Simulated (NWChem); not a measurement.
# the pair AlH3···BH5S, step by step

Aim: a single-point energy (singlet AlBH8S, HF/STO-3G), then the energy (singlet AlH3, HF/STO-3G), then the energy (singlet BH5S, HF/STO-3G), then a single-point energy (singlet AlH3, HF/STO-3G), then a single-point energy (singlet BH5S, HF/STO-3G) of AlBH8S and its partners. 

The results are computed with NWChem 7.3.0.

## (1) The system as given

AlBH8S has 11 atoms, charge 0, and is taken as a singlet. The two molecules were placed rigidly side by side, at 1.1 times their contact distance; the pair isn't optimised.

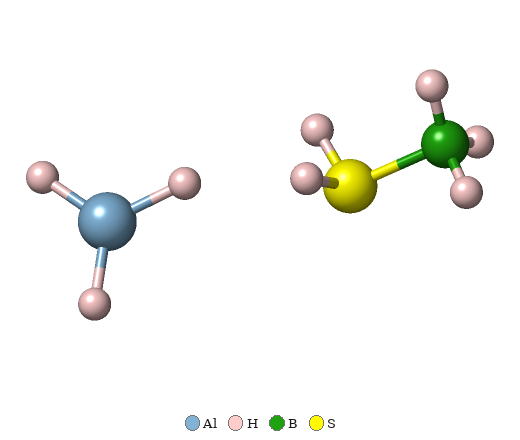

Viewed from a chosen angle; aluminium light blue, hydrogen pink, boron green, sulfur yellow.

## (2) The energy at HF/STO-3G (run 1)

The input, albh8s.nw:

```
start albh8s
title "AlBH8S"
memory total 2200 mb
charge 0

geometry units bohr noautosym nocenter noautoz
Al -0.00032125  0.00047243 -0.00005669
H   1.17034518  1.29625764  2.43525226
H  -2.55997419 -1.54381176  0.20821002
H   1.38993136  0.24708169 -2.64338670
B   8.02035672  5.52852606  8.07054785
S   6.05746040  4.17875138  5.19748384
H  10.01343197  5.94808305  7.04196992
H   8.03785558  3.91978331  9.67551114
H   6.81716810  7.40940826  8.54067391
H   7.02660644  1.85340559  4.84540896
H   3.95151181  3.25616819  6.28568262
end

basis spherical bse
* library STO-3G
end

scf
thresh 1e-08
maxiter 80
noprint "final vectors analysis"
end

task scf energy
```

The run is started by

```sh
$ nwchem albh8s.nw > albh8s.out
```

What it wrote:

```text
[...]
  functions       =    31
[...]
  wavefunction    = RHF
[...]
         Total SCF energy =   -661.134736733371
      One-electron energy =  -1138.039358273033
      Two-electron energy =    366.141276932047
 Nuclear repulsion energy =    110.763344607616
        Time for solution =      0.6s
[...]
```

It took 1.3 s on 1 thread of Intel Xeon 6975P-C (Granite Rapids), shared host; peak memory 0.098 GiB.

## (3) AlH3: the energy at HF/STO-3G (run 2)

The input, sp.nw:

```
START sp
TITLE "AlH3 energy"
memory stack 880 mb heap 220 mb global 1100 mb
charge 0

GEOMETRY units angstroms noautosym nocenter noautoz
   Al    -0.000170     0.000250    -0.000030
   H      0.619320     0.685950     1.288680
   H     -1.354680    -0.816950     0.110180
   H      0.735520     0.130750    -1.398820
END

BASIS spherical bse
   * library STO-3G
END

SCF
   thresh 1e-08
   maxiter 80
   print low
END

TASK scf energy
```

The run is started by

```sh
$ nwchem sp.nw > sp.out
```

What it wrote:

```text
[...]
  functions       =    12
[...]
  wavefunction    = RHF
[...]
         Total SCF energy =   -240.712957959222
      One-electron energy =   -363.611516182971
      Two-electron energy =    109.306366419640
 Nuclear repulsion energy =     13.592191804109
        Time for solution =      0.1s
 Task  times  cpu:        0.1s     wall:        0.1s
[...]
```

Wall time 0.64 s (1 thread of Intel Xeon 6975P-C (Granite Rapids), shared host); peak memory 0.098 GiB.

## (4) BH5S: a single-point energy at HF/STO-3G (run 3)

The input, mol.nw:

```
start mol
memory stack 880 mb heap 220 mb global 1100 mb
geometry units bohr noautosym nocenter noautoz
   B    8.02035672   5.52852606   8.07054785
   S    6.05746040   4.17875138   5.19748384
   H   10.01343197   5.94808305   7.04196992
   H    8.03785558   3.91978331   9.67551114
   H    6.81716810   7.40940826   8.54067391
   H    7.02660644   1.85340559   4.84540896
   H    3.95151181   3.25616819   6.28568262
end
basis spherical bse
   * library STO-3G
end
scf
   nopen 0
   rhf
   thresh 1e-08
   maxiter 80
   noprint "final vectors analysis"
end
task scf energy
```

The run is started by

```sh
$ nwchem mol.nw > mol.out
```

What it wrote:

```text
[...]
  functions       =    19
[...]
  wavefunction    = RHF
[...]
         Total SCF energy =   -420.420652996020
      One-electron energy =   -689.748073099617
      Two-electron energy =    214.582162095713
 Nuclear repulsion energy =     54.745258007883
        Time for solution =      0.3s
[...]
```

Wall time 0.9 s (1 thread of Intel Xeon 6975P-C (Granite Rapids), shared host); peak memory 0.098 GiB.

## (5) AlH3 among ghost functions: a single-point energy at HF/STO-3G (with ghost functions) (run 4)

The input, run.nw:

```
start run
memory total 2200 mb

geometry units bohr noautosym nocenter noautoz
   Al  -0.00032125   0.00047243  -0.00005669
   H    1.17034518   1.29625764   2.43525226
   H   -2.55997419  -1.54381176   0.20821002
   H    1.38993136   0.24708169  -2.64338670
   bqB      8.020357     5.528526     8.070548
   bqS      6.057460     4.178751     5.197484
   bqH     10.013432     5.948083     7.041970
   bqH      8.037856     3.919783     9.675511
   bqH      6.817168     7.409408     8.540674
   bqH      7.026606     1.853406     4.845409
   bqH      3.951512     3.256168     6.285683
end

basis "ao basis" spherical bse
   Al library STO-3G
   H library STO-3G
   bqB library B STO-3G
   bqS library S STO-3G
   bqH library H STO-3G
end

scf
   thresh 1e-08
   maxiter 80
   noprint "final vectors analysis"
end

task scf
```

The run is started by

```sh
$ nwchem run.nw > run.out
```

What it wrote:

```text
[...]
  functions       =    31
[...]
  wavefunction    = RHF
[...]
         Total SCF energy =   -240.713110209576
      One-electron energy =   -363.608315368298
      Two-electron energy =    109.303014341007
 Nuclear repulsion energy =     13.592190817714
        Time for solution =      0.4s
[...]
```

It took 1 s on 1 thread of Intel Xeon 6975P-C (Granite Rapids), shared host; peak memory 0.098 GiB.

## (6) BH5S among ghost functions: the energy at HF/STO-3G (with ghost functions) (run 5)

The input, job.nw:

```
echo
start job
title "BH5S"
memory total 2200 mb
geometry units angstroms noautosym nocenter noautoz
B        4.244190       2.925570       4.270750
S        3.205470       2.211300       2.750390
H        5.298880       3.147590       3.726450
H        4.253450       2.074260       5.120060
H        3.607490       3.920890       4.519530
H        3.718320       0.980780       2.564080
H        2.091050       1.723090       3.326240
bqAl    -0.000170     0.000250    -0.000030
bqH      0.619320     0.685950     1.288680
bqH     -1.354680    -0.816950     0.110180
bqH      0.735520     0.130750    -1.398820
end
basis spherical bse
B library STO-3G
S library STO-3G
H library STO-3G
bqAl library Al STO-3G
bqH library H STO-3G
end
scf
thresh 1e-08
maxiter 80
print low
end
task scf
```

The run is started by

```sh
$ nwchem job.nw > job.out
```

What it wrote:

```text
[...]
  functions       =    31
[...]
  wavefunction    = RHF
[...]
         Total SCF energy =   -420.420754857009
      One-electron energy =   -689.745974259313
      Two-electron energy =    214.579957479292
 Nuclear repulsion energy =     54.745261923011
        Time for solution =      0.6s
 Task  times  cpu:        0.7s     wall:        0.7s
[...]
```

Run time: 1.3 s. Hardware: 1 thread of Intel Xeon 6975P-C (Granite Rapids), shared host; peak memory 0.098 GiB.

## (7) What came out

| quantity | value |
| --- | --- |
| run 1, HF/STO-3G: total energy | -661.13474 Eh |
| run 1, HF/STO-3G: dipole moment | 5.01 D |
| AlH3: total energy | -240.71296 Eh |
| BH5S: total energy | -420.42065 Eh |
| BH5S: dipole moment | 4.85 D |
| AlH3 among ghost functions: total energy | -240.71311 Eh |
| AlH3 among ghost functions: dipole moment | 0.01 D |
| BH5S among ghost functions: total energy | -420.42075 Eh |
| interaction energy of the rigid parts AlH3 and BH5S (parts in their own basis; closest atoms 2.72 Å apart) | -0.031 eV |
| interaction energy of the rigid parts AlH3 and BH5S (parts in the whole basis, counterpoise; closest atoms 2.72 Å apart) | -0.024 eV |

In words: The interaction energy of the rigid parts AlH3 and BH5S (parts in their own basis; closest atoms 2.72 Å apart) is −0.03 eV (−0.7 kcal/mol): the parts attract. Without counterpoise this holds the superposition error of the basis. The interaction energy of the rigid parts AlH3 and BH5S (parts in the whole basis, counterpoise; closest atoms 2.72 Å apart) is −0.02 eV (−2.3 kJ/mol): the parts attract. The basis-set superposition error is 0.7 kJ/mol. Mulliken charges (run 1, HF/STO-3G) run from -0.30 on H2 to +0.85 on Al1. Mulliken charges (BH5S) run from -0.12 on H3 to +0.31 on S2; they depend strongly on the basis.
